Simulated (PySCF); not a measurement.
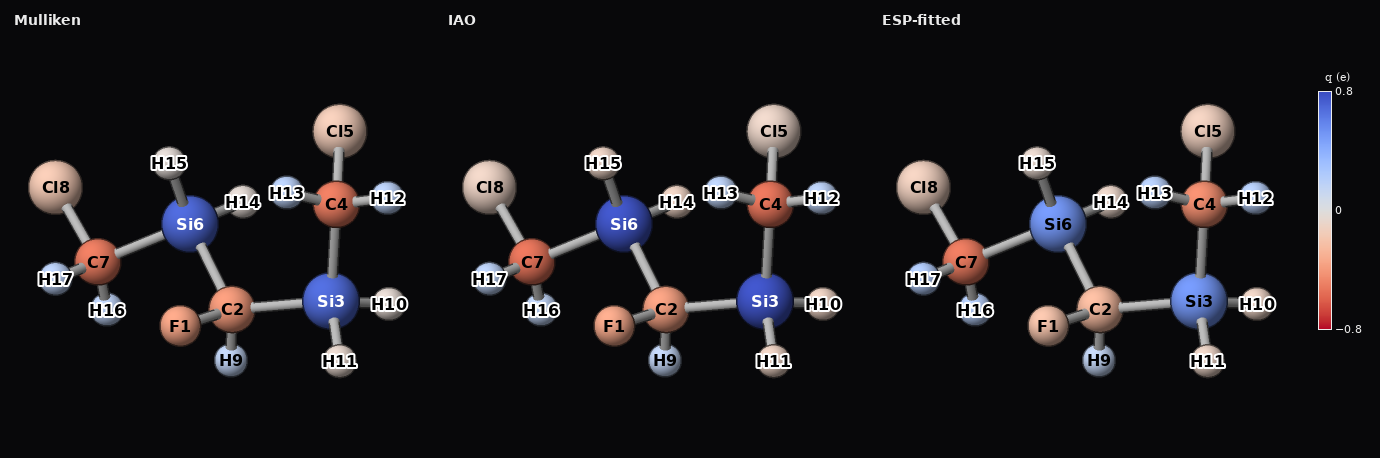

Atomic charges of one calculation by 3 schemes, on one colour scale. Computed geometry: GFN2-xTB optimisation. No frequency run is at hand to confirm it as a minimum. Level of theory: PBE0/pcSseg-1 (PySCF 2.14.0).

Question: On which atom do the schemes disagree most?

Answer: On Si3 (from 0.51 to 0.77 e); Si6 (from 0.51 to 0.76 e).

List the charges (e), one line for each set of equivalent atoms.

```csv
atom,Mulliken,IAO,ESP-fitted
F1,−0.35,−0.33,−0.20
C2,−0.39,−0.36,−0.24
Si3,0.68,0.77,0.51
C4,−0.50,−0.53,−0.44
Cl5,−0.16,−0.09,−0.13
Si6,0.69,0.76,0.51
C7,−0.51,−0.53,−0.51
Cl8,−0.17,−0.10,−0.13
H9,0.16,0.15,0.15
H10,−0.05,−0.11,−0.10
H11,−0.06,−0.11,−0.10
H12,0.19,0.18,0.20
H13,0.19,0.18,0.20
H14,−0.04,−0.11,−0.08
H15,−0.03,−0.10,−0.06
H16,0.17,0.17,0.21
H17,0.19,0.18,0.23
```

The geometry is semi-empirical. Around Si such bond lengths and angles can be off by a tenth of an ångström or more and by several degrees, and values that hang on the shape move with them.
